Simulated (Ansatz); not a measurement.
**CH7NSi (SMILES CN[SiH3]): density, localisation and related maps**

```xyz
10

C    -1.0742    0.5509   -0.6868
N     0.3290    0.2414   -0.5160
Si    0.9294   -0.6831    0.7988
H    -1.3081    0.7331   -1.7395
H    -1.6776   -0.3040   -0.3694
H    -1.4093    1.4221   -0.1082
H     0.9460    0.9229   -0.9275
H     0.2108   -1.9857    0.8307
H     0.7531   -0.0638    2.1490
H     2.3839   -0.8850    0.5718
```

Geometry: PBE0-D4/def2-TZVP.

Level of theory: isolated molecule in a Gaussian basis; Kohn-Sham density functional theory, functional PBE0-DH (Ansatz 0.2.0).

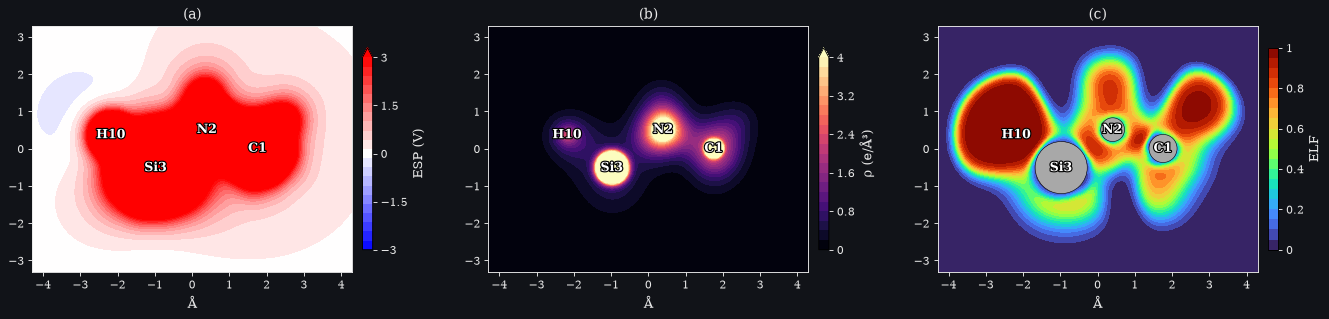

Figure 1. (a) electrostatic potential; (b) electron density; (c) electron localisation function on the plane of atoms N2, Si3 and H10. Grey discs cover the atomic cores in the ELF map.

What do the fields say about this system?

The section cuts through C, N, Si and H sites. C–N (1.45 Å): ρ at the midpoint is about 1.7 e/Å³; the ELF peaks at about 0.95 between the atoms, as expected for a shared electron pair. Si–N (1.72 Å): ρ at the midpoint is about 0.98 e/Å³; the ELF peaks at about 0.90 between the atoms, as expected for a shared but strongly polarised pair. Si–H (1.49 Å): ρ at the midpoint is about 0.68 e/Å³; the ELF climbs to about 1 towards the hydrogen, as it does in any bond to H. The potential has no marked negative region in this plane.

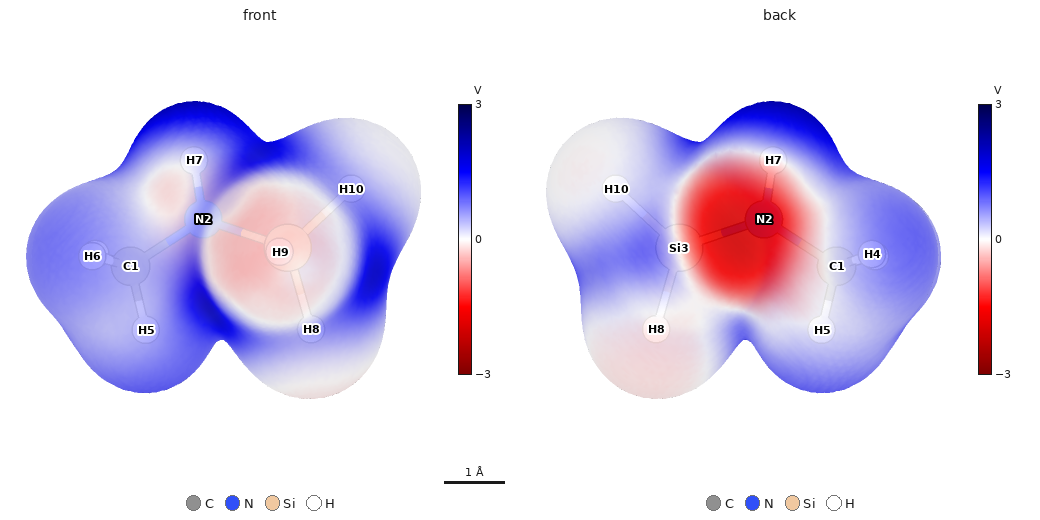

Figure 2. The molecular electrostatic potential painted on the density surface at 0.004 e/bohr³, seen from the front and from behind; the colour scale runs from red (negative) to blue (positive).

Which sites attract a positive test charge, and which a negative one?

A positive charge is drawn to the negative regions and a negative charge to the positive ones. The most negative region (about −1.9 V, or −44 kcal/mol for a unit charge) lies over N2, the most positive (about +2.0 V, or +46 kcal/mol for a unit charge) over H7. N2 is the likeliest acceptor of a hydrogen bond.

What dipole moment does the calculation give?

Its dipole moment is 1.09 D.

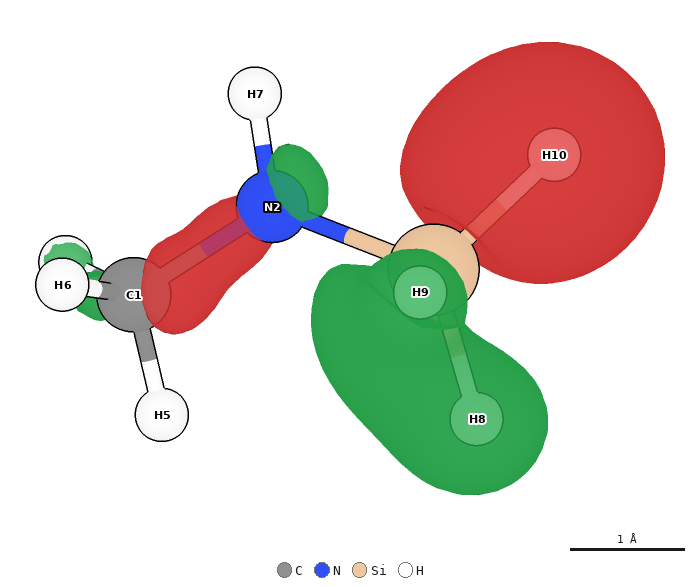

Figure 3. The HOMO−1 at ±0.15 Å⁻³ᐟ² (green and red are the two phases), seen at a tilt.

Where does this orbital lie, and at what energy?

By Hirshfeld shares it lies mainly on Si3 (about 40 %), H10 (about 35 %) and H8 (about 10 %). Its energy is −10.97 eV.
